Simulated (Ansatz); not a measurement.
## Ge2H7F: molecular dynamics (part 1 of 4)

The run: molecular dynamics of Ge2H7F. Method and program: RKS B3LYP/def2-mTZVP (Ansatz 0.2.0).

It belongs to a series of runs on one base structure; here: dynamics from the highest image of the converged band. Figures and captions count atoms from 1; the log counts them from 0 in places.

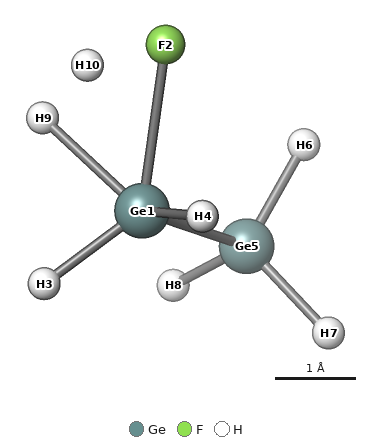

*The starting structure (ball-and-stick view, seen at a tilt; atoms are numbered from 1 in the order of the input). Sticks mark near contacts.*

## Input file
```yaml
crystal:
  periodic: [false, false, false]
  atoms:
    - { symbol: Ge, position_ang: [0.129601, -0.215363, -0.046375] }
    - { symbol: F, position_ang: [-0.143346, -0.445929, 2.06183] }
    - { symbol: H, position_ang: [1.374971, 0.090773, -0.917572] }
    - { symbol: H, position_ang: [-0.527886, 1.149758, 0.238387] }
    - { symbol: Ge, position_ang: [-1.336571, -1.936854, -0.960045] }
    - { symbol: H, position_ang: [-2.088871, -2.630899, 0.183437] }
    - { symbol: H, position_ang: [-2.3417, -1.269002, -1.916242] }
    - { symbol: H, position_ang: [-0.497153, -2.963496, -1.739158] }
    - { symbol: H, position_ang: [1.323888, -1.350174, 0.868495] }
    - { symbol: H, position_ang: [0.789767, -1.090611, 1.622843] }
basis:
  gaussian: { orbitals: def2-mTZVP }
hamiltonian:
  xc: b3lyp
md:
  timestep: 0.5
  n_steps: 200
  ensemble: nve
  temperature: 300.0
  initial_velocities: maxwell_boltzmann
  seed: 4429
```

Command:
```bash
ansatz run input.yaml --threads 4 --pin off --max-ram 5120MiB --backend cpu --events-out ev --progress --plain --runs-dir out
```

## Output
```
Engine: ansatz 0.2.0, aarch64-unknown-linux-gnu
Functional definition: B3LYP
  parameter a0 = 0.2
  parameter ax = 0.72
  parameter ac = 0.81
  exchange = (1 - a0 - ax)*slater_x + ax*b88_x + a0*exact_x
  correlation = (1 - ac)*vwn_rpa_c + ac*lyp_c
1138 factors; integrals over basis functions are off by at most 5.8e-4 eV
mean field evaluation 1: about -115866.6735 eV, gradient 4.5e1 eV
mean field evaluation 2: about -115856.3145 eV, gradient 9.5e1 eV
mean field evaluation 4: about -115869.1891 eV, gradient 3.5e0 eV
mean field evaluation 8: about -115869.2034 eV, gradient 1.0e-1 eV
mean field evaluation 16: about -115869.2034 eV, gradient 7.5e-5 eV
mean field -115869.20342029 eV, -4258.1146867289 hartree, gradient 7.5e-5 eV, S^2 0.000000; 0 other end points of the search recorded, 0 dependent functions left out
the calculation of the forces begins
reference -115869.20370006 eV, -4258.1146970100 hartree; 40, 40 occupied and 72, 72 virtual orbitals, 1138 factors
md step     0: t =     0.00 fs  T =   300.0 K  F+E_penalty+E_count = -115869.20342029 eV  E_kin = 0.310224 eV  conserved = -115868.89319630 eV  (25 SCF iters)
these checks for a lower state are left out or cut short: starts, cluster_reference, orbital_swaps, neighbouring_geometries, increment
1138 factors; integrals over basis functions are off by at most 5.6e-4 eV
mean field -115869.19829790 eV, -4258.1144984845 hartree, gradient 8.3e-6 eV, S^2 0.000000; 0 other end points of the search recorded, 0 dependent functions left out
the calculation of the forces begins
reference -115869.19857755 eV, -4258.1145087612 hartree; 40, 40 occupied and 72, 72 virtual orbitals, 1138 factors
md step     1: t =     0.50 fs  T =   295.1 K  F+E_penalty+E_count = -115869.19829790 eV  E_kin = 0.305185 eV  conserved = -115868.89311311 eV  (29 SCF iters)
[... from here on the SCF iterations and repeated set-up lines of each step are left out, up to the last step ...]
md step     2: t =     1.00 fs  T =   281.3 K  F+E_penalty+E_count = -115869.18381277 eV  E_kin = 0.290850 eV  conserved = -115868.89296314 eV  (30 SCF iters)
md step     3: t =     1.50 fs  T =   260.6 K  F+E_penalty+E_count = -115869.16220320 eV  E_kin = 0.269431 eV  conserved = -115868.89277234 eV  (30 SCF iters)
md step     4: t =     2.00 fs  T =   235.8 K  F+E_penalty+E_count = -115869.13639508 eV  E_kin = 0.243828 eV  conserved = -115868.89256690 eV  (30 SCF iters)
md step     5: t =     2.50 fs  T =   210.1 K  F+E_penalty+E_count = -115869.10958448 eV  E_kin = 0.217213 eV  conserved = -115868.89237102 eV  (25 SCF iters)
md step     6: t =     3.00 fs  T =   186.3 K  F+E_penalty+E_count = -115869.08484786 eV  E_kin = 0.192643 eV  conserved = -115868.89220476 eV  (25 SCF iters)
md step     7: t =     3.50 fs  T =   167.0 K  F+E_penalty+E_count = -115869.06481631 eV  E_kin = 0.172734 eV  conserved = -115868.89208247 eV  (24 SCF iters)
md step     8: t =     4.00 fs  T =   154.2 K  F+E_penalty+E_count = -115869.05144019 eV  E_kin = 0.159428 eV  conserved = -115868.89201176 eV  (23 SCF iters)
md step     9: t =     4.50 fs  T =   148.8 K  F+E_penalty+E_count = -115869.04586086 eV  E_kin = 0.153867 eV  conserved = -115868.89199352 eV  (25 SCF iters)
md step    10: t =     5.00 fs  T =   151.2 K  F+E_penalty+E_count = -115869.04839153 eV  E_kin = 0.156369 eV  conserved = -115868.89202255 eV  (25 SCF iters)
md step    11: t =     5.50 fs  T =   161.0 K  F+E_penalty+E_count = -115869.05859618 eV  E_kin = 0.166507 eV  conserved = -115868.89208944 eV  (25 SCF iters)
md step    12: t =     6.00 fs  T =   177.2 K  F+E_penalty+E_count = -115869.07544098 eV  E_kin = 0.183259 eV  conserved = -115868.89218219 eV  (30 SCF iters)
md step    13: t =     6.50 fs  T =   198.4 K  F+E_penalty+E_count = -115869.09748934 eV  E_kin = 0.205201 eV  conserved = -115868.89228881 eV  (29 SCF iters)
md step    14: t =     7.00 fs  T =   223.1 K  F+E_penalty+E_count = -115869.12310613 eV  E_kin = 0.230707 eV  conserved = -115868.89239879 eV  (29 SCF iters)
md step    15: t =     7.50 fs  T =   249.6 K  F+E_penalty+E_count = -115869.15064192 eV  E_kin = 0.258137 eV  conserved = -115868.89250541 eV  (29 SCF iters)
md step    16: t =     8.00 fs  T =   276.5 K  F+E_penalty+E_count = -115869.17856404 eV  E_kin = 0.285957 eV  conserved = -115868.89260752 eV  (30 SCF iters)
md step    17: t =     8.50 fs  T =   302.5 K  F+E_penalty+E_count = -115869.20550406 eV  E_kin = 0.312792 eV  conserved = -115868.89271244 eV  (29 SCF iters)
md step    18: t =     9.00 fs  T =   326.2 K  F+E_penalty+E_count = -115869.23019201 eV  E_kin = 0.337358 eV  conserved = -115868.89283406 eV  (27 SCF iters)
md step    19: t =     9.50 fs  T =   346.5 K  F+E_penalty+E_count = -115869.25129766 eV  E_kin = 0.358312 eV  conserved = -115868.89298572 eV  (28 SCF iters)
md step    20: t =    10.00 fs  T =   361.8 K  F+E_penalty+E_count = -115869.26730418 eV  E_kin = 0.374146 eV  conserved = -115868.89315793 eV  (29 SCF iters)
md step    21: t =    10.50 fs  T =   370.8 K  F+E_penalty+E_count = -115869.27673908 eV  E_kin = 0.383456 eV  conserved = -115868.89328259 eV  (28 SCF iters)
md step    22: t =    11.00 fs  T =   373.3 K  F+E_penalty+E_count = -115869.27924021 eV  E_kin = 0.386025 eV  conserved = -115868.89321550 eV  (27 SCF iters)
md step    23: t =    11.50 fs  T =   372.1 K  F+E_penalty+E_count = -115869.27761376 eV  E_kin = 0.384813 eV  conserved = -115868.89280039 eV  (28 SCF iters)
md step    24: t =    12.00 fs  T =   374.9 K  F+E_penalty+E_count = -115869.27977514 eV  E_kin = 0.387707 eV  conserved = -115868.89206832 eV  (28 SCF iters)
md step    25: t =    12.50 fs  T =   392.9 K  F+E_penalty+E_count = -115869.29774013 eV  E_kin = 0.406325 eV  conserved = -115868.89141494 eV  (27 SCF iters)
md step    26: t =    13.00 fs  T =   435.3 K  F+E_penalty+E_count = -115869.34152188 eV  E_kin = 0.450113 eV  conserved = -115868.89140885 eV  (27 SCF iters)
md step    27: t =    13.50 fs  T =   501.7 K  F+E_penalty+E_count = -115869.41104812 eV  E_kin = 0.518820 eV  conserved = -115868.89222861 eV  (27 SCF iters)
md step    28: t =    14.00 fs  T =   580.7 K  F+E_penalty+E_count = -115869.49385600 eV  E_kin = 0.600445 eV  conserved = -115868.89341061 eV  (28 SCF iters)
md step    29: t =    14.50 fs  T =   655.3 K  F+E_penalty+E_count = -115869.57187851 eV  E_kin = 0.677595 eV  conserved = -115868.89428316 eV  (28 SCF iters)
md step    30: t =    15.00 fs  T =   712.6 K  F+E_penalty+E_count = -115869.63136073 eV  E_kin = 0.736854 eV  conserved = -115868.89450696 eV  (28 SCF iters)
md step    31: t =    15.50 fs  T =   748.6 K  F+E_penalty+E_count = -115869.66824597 eV  E_kin = 0.774089 eV  conserved = -115868.89415742 eV  (28 SCF iters)
md step    32: t =    16.00 fs  T =   767.8 K  F+E_penalty+E_count = -115869.68743262 eV  E_kin = 0.793933 eV  conserved = -115868.89349913 eV  (27 SCF iters)
md step    33: t =    16.50 fs  T =   779.5 K  F+E_penalty+E_count = -115869.69890419 eV  E_kin = 0.806116 eV  conserved = -115868.89278852 eV  (29 SCF iters)
md step    34: t =    17.00 fs  T =   794.4 K  F+E_penalty+E_count = -115869.71370015 eV  E_kin = 0.821490 eV  conserved = -115868.89221019 eV  (29 SCF iters)
md step    35: t =    17.50 fs  T =   821.0 K  F+E_penalty+E_count = -115869.74089555 eV  E_kin = 0.849013 eV  conserved = -115868.89188299 eV  (27 SCF iters)
md step    36: t =    18.00 fs  T =   864.3 K  F+E_penalty+E_count = -115869.78559932 eV  E_kin = 0.893713 eV  conserved = -115868.89188585 eV  (28 SCF iters)
md step    37: t =    18.50 fs  T =   923.9 K  F+E_penalty+E_count = -115869.84766838 eV  E_kin = 0.955404 eV  conserved = -115868.89226443 eV  (27 SCF iters)
md step    38: t =    19.00 fs  T =   994.2 K  F+E_penalty+E_count = -115869.92106781 eV  E_kin = 1.028064 eV  conserved = -115868.89300364 eV  (26 SCF iters)
md step    39: t =    19.50 fs  T =  1064.1 K  F+E_penalty+E_count = -115869.99433231 eV  E_kin = 1.100380 eV  conserved = -115868.89395239 eV  (28 SCF iters)
md step    40: t =    20.00 fs  T =  1120.3 K  F+E_penalty+E_count = -115870.05325412 eV  E_kin = 1.158530 eV  conserved = -115868.89472461 eV  (28 SCF iters)
md step    41: t =    20.50 fs  T =  1153.0 K  F+E_penalty+E_count = -115870.08701226 eV  E_kin = 1.192270 eV  conserved = -115868.89474197 eV  (27 SCF iters)
md step    42: t =    21.00 fs  T =  1163.3 K  F+E_penalty+E_count = -115870.09660488 eV  E_kin = 1.202940 eV  conserved = -115868.89366467 eV  (27 SCF iters)
md step    43: t =    21.50 fs  T =  1167.1 K  F+E_penalty+E_count = -115870.09893177 eV  E_kin = 1.206852 eV  conserved = -115868.89207934 eV  (28 SCF iters)
md step    44: t =    22.00 fs  T =  1185.6 K  F+E_penalty+E_count = -115870.11737468 eV  E_kin = 1.225976 eV  conserved = -115868.89139903 eV  (28 SCF iters)
md step    45: t =    22.50 fs  T =  1227.4 K  F+E_penalty+E_count = -115870.16164911 eV  E_kin = 1.269281 eV  conserved = -115868.89236799 eV  (28 SCF iters)
md step    46: t =    23.00 fs  T =  1279.9 K  F+E_penalty+E_count = -115870.21760315 eV  E_kin = 1.323518 eV  conserved = -115868.89408478 eV  (27 SCF iters)
md step    47: t =    23.50 fs  T =  1319.6 K  F+E_penalty+E_count = -115870.25976936 eV  E_kin = 1.364621 eV  conserved = -115868.89514791 eV  (27 SCF iters)
md step    48: t =    24.00 fs  T =  1331.1 K  F+E_penalty+E_count = -115870.27156622 eV  E_kin = 1.376508 eV  conserved = -115868.89505789 eV  (28 SCF iters)
md step    49: t =    24.50 fs  T =  1314.5 K  F+E_penalty+E_count = -115870.25352455 eV  E_kin = 1.359332 eV  conserved = -115868.89419227 eV  (27 SCF iters)
md step    50: t =    25.00 fs  T =  1281.7 K  F+E_penalty+E_count = -115870.21851459 eV  E_kin = 1.325395 eV  conserved = -115868.89311961 eV  (28 SCF iters)
md step    51: t =    25.50 fs  T =  1248.5 K  F+E_penalty+E_count = -115870.18326126 eV  E_kin = 1.291041 eV  conserved = -115868.89222073 eV  (28 SCF iters)
md step    52: t =    26.00 fs  T =  1228.6 K  F+E_penalty+E_count = -115870.16213647 eV  E_kin = 1.270461 eV  conserved = -115868.89167532 eV  (28 SCF iters)
md step    53: t =    26.50 fs  T =  1230.5 K  F+E_penalty+E_count = -115870.16395220 eV  E_kin = 1.272392 eV  conserved = -115868.89156063 eV  (28 SCF iters)
md step    54: t =    27.00 fs  T =  1255.8 K  F+E_penalty+E_count = -115870.19052228 eV  E_kin = 1.298610 eV  conserved = -115868.89191179 eV  (28 SCF iters)
md step    55: t =    27.50 fs  T =  1299.2 K  F+E_penalty+E_count = -115870.23613352 eV  E_kin = 1.343427 eV  conserved = -115868.89270639 eV  (28 SCF iters)
md step    56: t =    28.00 fs  T =  1348.4 K  F+E_penalty+E_count = -115870.28816539 eV  E_kin = 1.394390 eV  conserved = -115868.89377549 eV  (27 SCF iters)
md step    57: t =    28.50 fs  T =  1388.1 K  F+E_penalty+E_count = -115870.33014352 eV  E_kin = 1.435453 eV  conserved = -115868.89469084 eV  (27 SCF iters)
md step    58: t =    29.00 fs  T =  1405.9 K  F+E_penalty+E_count = -115870.34862687 eV  E_kin = 1.453817 eV  conserved = -115868.89480968 eV  (27 SCF iters)
md step    59: t =    29.50 fs  T =  1401.2 K  F+E_penalty+E_count = -115870.34268367 eV  E_kin = 1.448935 eV  conserved = -115868.89374854 eV  (27 SCF iters)
md step    60: t =    30.00 fs  T =  1389.1 K  F+E_penalty+E_count = -115870.32861420 eV  E_kin = 1.436479 eV  conserved = -115868.89213508 eV  (28 SCF iters)
md step    61: t =    30.50 fs  T =  1391.1 K  F+E_penalty+E_count = -115870.32996136 eV  E_kin = 1.438496 eV  conserved = -115868.89146517 eV  (27 SCF iters)
md step    62: t =    31.00 fs  T =  1415.6 K  F+E_penalty+E_count = -115870.35625705 eV  E_kin = 1.463793 eV  conserved = -115868.89246367 eV  (27 SCF iters)
md step    63: t =    31.50 fs  T =  1449.6 K  F+E_penalty+E_count = -115870.39307560 eV  E_kin = 1.498961 eV  conserved = -115868.89411482 eV  (28 SCF iters)
md step    64: t =    32.00 fs  T =  1470.9 K  F+E_penalty+E_count = -115870.41606215 eV  E_kin = 1.521074 eV  conserved = -115868.89498765 eV  (28 SCF iters)
md step    65: t =    32.50 fs  T =  1466.8 K  F+E_penalty+E_count = -115870.41151369 eV  E_kin = 1.516834 eV  conserved = -115868.89467995 eV  (28 SCF iters)
md step    66: t =    33.00 fs  T =  1440.5 K  F+E_penalty+E_count = -115870.38323623 eV  E_kin = 1.489554 eV  conserved = -115868.89368209 eV  (28 SCF iters)
md step    67: t =    33.50 fs  T =  1405.6 K  F+E_penalty+E_count = -115870.34609680 eV  E_kin = 1.453481 eV  conserved = -115868.89261583 eV  (27 SCF iters)
md step    68: t =    34.00 fs  T =  1377.9 K  F+E_penalty+E_count = -115870.31669290 eV  E_kin = 1.424839 eV  conserved = -115868.89185403 eV  (28 SCF iters)
md step    69: t =    34.50 fs  T =  1369.0 K  F+E_penalty+E_count = -115870.30723033 eV  E_kin = 1.415700 eV  conserved = -115868.89153041 eV  (28 SCF iters)
md step    70: t =    35.00 fs  T =  1384.2 K  F+E_penalty+E_count = -115870.32300950 eV  E_kin = 1.431349 eV  conserved = -115868.89166007 eV  (28 SCF iters)
md step    71: t =    35.50 fs  T =  1421.3 K  F+E_penalty+E_count = -115870.36194911 eV  E_kin = 1.469732 eV  conserved = -115868.89221685 eV  (28 SCF iters)
md step    72: t =    36.00 fs  T =  1471.7 K  F+E_penalty+E_count = -115870.41501939 eV  E_kin = 1.521890 eV  conserved = -115868.89312929 eV  (28 SCF iters)
md step    73: t =    36.50 fs  T =  1521.6 K  F+E_penalty+E_count = -115870.46764083 eV  E_kin = 1.573444 eV  conserved = -115868.89419728 eV  (28 SCF iters)
md step    74: t =    37.00 fs  T =  1555.2 K  F+E_penalty+E_count = -115870.50323460 eV  E_kin = 1.608251 eV  conserved = -115868.89498348 eV  (28 SCF iters)
md step    75: t =    37.50 fs  T =  1562.1 K  F+E_penalty+E_count = -115870.51023737 eV  E_kin = 1.615365 eV  conserved = -115868.89487263 eV  (28 SCF iters)
md step    76: t =    38.00 fs  T =  1544.9 K  F+E_penalty+E_count = -115870.49109876 eV  E_kin = 1.597526 eV  conserved = -115868.89357292 eV  (28 SCF iters)
md step    77: t =    38.50 fs  T =  1521.9 K  F+E_penalty+E_count = -115870.46559540 eV  E_kin = 1.573749 eV  conserved = -115868.89184633 eV  (26 SCF iters)
md step    78: t =    39.00 fs  T =  1516.0 K  F+E_penalty+E_count = -115870.45893078 eV  E_kin = 1.567689 eV  conserved = -115868.89124208 eV  (28 SCF iters)
md step    79: t =    39.50 fs  T =  1535.1 K  F+E_penalty+E_count = -115870.47979703 eV  E_kin = 1.587420 eV  conserved = -115868.89237662 eV  (28 SCF iters)
md step    80: t =    40.00 fs  T =  1564.5 K  F+E_penalty+E_count = -115870.51191460 eV  E_kin = 1.617807 eV  conserved = -115868.89410757 eV  (28 SCF iters)
md step    81: t =    40.50 fs  T =  1581.0 K  F+E_penalty+E_count = -115870.52983182 eV  E_kin = 1.634838 eV  conserved = -115868.89499367 eV  (28 SCF iters)
md step    82: t =    41.00 fs  T =  1571.5 K  F+E_penalty+E_count = -115870.51974730 eV  E_kin = 1.625072 eV  conserved = -115868.89467501 eV  (28 SCF iters)
md step    83: t =    41.50 fs  T =  1539.7 K  F+E_penalty+E_count = -115870.48579732 eV  E_kin = 1.592143 eV  conserved = -115868.89365474 eV  (28 SCF iters)
md step    84: t =    42.00 fs  T =  1499.7 K  F+E_penalty+E_count = -115870.44335579 eV  E_kin = 1.550806 eV  conserved = -115868.89254931 eV  (28 SCF iters)
md step    85: t =    42.50 fs  T =  1467.9 K  F+E_penalty+E_count = -115870.40971401 eV  E_kin = 1.517971 eV  conserved = -115868.89174282 eV  (27 SCF iters)
md step    86: t =    43.00 fs  T =  1456.7 K  F+E_penalty+E_count = -115870.39778048 eV  E_kin = 1.506380 eV  conserved = -115868.89140048 eV  (27 SCF iters)
md step    87: t =    43.50 fs  T =  1471.4 K  F+E_penalty+E_count = -115870.41311873 eV  E_kin = 1.521549 eV  conserved = -115868.89157023 eV  (27 SCF iters)
md step    88: t =    44.00 fs  T =  1509.3 K  F+E_penalty+E_count = -115870.45301456 eV  E_kin = 1.560778 eV  conserved = -115868.89223638 eV  (28 SCF iters)
md step    89: t =    44.50 fs  T =  1560.3 K  F+E_penalty+E_count = -115870.50679016 eV  E_kin = 1.613490 eV  conserved = -115868.89330036 eV  (28 SCF iters)
md step    90: t =    45.00 fs  T =  1608.3 K  F+E_penalty+E_count = -115870.55765417 eV  E_kin = 1.663160 eV  conserved = -115868.89449406 eV  (28 SCF iters)
md step    91: t =    45.50 fs  T =  1636.2 K  F+E_penalty+E_count = -115870.58730052 eV  E_kin = 1.692009 eV  conserved = -115868.89529153 eV  (28 SCF iters)
md step    92: t =    46.00 fs  T =  1633.5 K  F+E_penalty+E_count = -115870.58421120 eV  E_kin = 1.689180 eV  conserved = -115868.89503164 eV  (28 SCF iters)
md step    93: t =    46.50 fs  T =  1605.0 K  F+E_penalty+E_count = -115870.55320155 eV  E_kin = 1.659691 eV  conserved = -115868.89351052 eV  (28 SCF iters)
md step    94: t =    47.00 fs  T =  1572.1 K  F+E_penalty+E_count = -115870.51735201 eV  E_kin = 1.625671 eV  conserved = -115868.89168146 eV  (27 SCF iters)
md step    95: t =    47.50 fs  T =  1559.2 K  F+E_penalty+E_count = -115870.50344240 eV  E_kin = 1.612299 eV  conserved = -115868.89114361 eV  (28 SCF iters)
md step    96: t =    48.00 fs  T =  1573.5 K  F+E_penalty+E_count = -115870.51940306 eV  E_kin = 1.627090 eV  conserved = -115868.89231271 eV  (26 SCF iters)
md step    97: t =    48.50 fs  T =  1600.1 K  F+E_penalty+E_count = -115870.54853481 eV  E_kin = 1.654625 eV  conserved = -115868.89390957 eV  (27 SCF iters)
md step    98: t =    49.00 fs  T =  1617.5 K  F+E_penalty+E_count = -115870.56719675 eV  E_kin = 1.672581 eV  conserved = -115868.89461591 eV  (28 SCF iters)
md step    99: t =    49.50 fs  T =  1614.8 K  F+E_penalty+E_count = -115870.56406757 eV  E_kin = 1.669824 eV  conserved = -115868.89424392 eV  (28 SCF iters)
md step   100: t =    50.00 fs  T =  1596.3 K  F+E_penalty+E_count = -115870.54399710 eV  E_kin = 1.650661 eV  conserved = -115868.89333652 eV  (27 SCF iters)
md step   101: t =    50.50 fs  T =  1574.5 K  F+E_penalty+E_count = -115870.52060900 eV  E_kin = 1.628166 eV  conserved = -115868.89244335 eV  (28 SCF iters)
md step   102: t =    51.00 fs  T =  1562.8 K  F+E_penalty+E_count = -115870.50788030 eV  E_kin = 1.616021 eV  conserved = -115868.89185908 eV  (27 SCF iters)
md step   103: t =    51.50 fs  T =  1570.0 K  F+E_penalty+E_count = -115870.51517336 eV  E_kin = 1.623490 eV  conserved = -115868.89168350 eV  (27 SCF iters)
md step   104: t =    52.00 fs  T =  1598.9 K  F+E_penalty+E_count = -115870.54529923 eV  E_kin = 1.653364 eV  conserved = -115868.89193481 eV  (28 SCF iters)
md step   105: t =    52.50 fs  T =  1645.4 K  F+E_penalty+E_count = -115870.59408754 eV  E_kin = 1.701490 eV  conserved = -115868.89259726 eV  (28 SCF iters)
md step   106: t =    53.00 fs  T =  1699.3 K  F+E_penalty+E_count = -115870.65076157 eV  E_kin = 1.757178 eV  conserved = -115868.89358363 eV  (28 SCF iters)
```
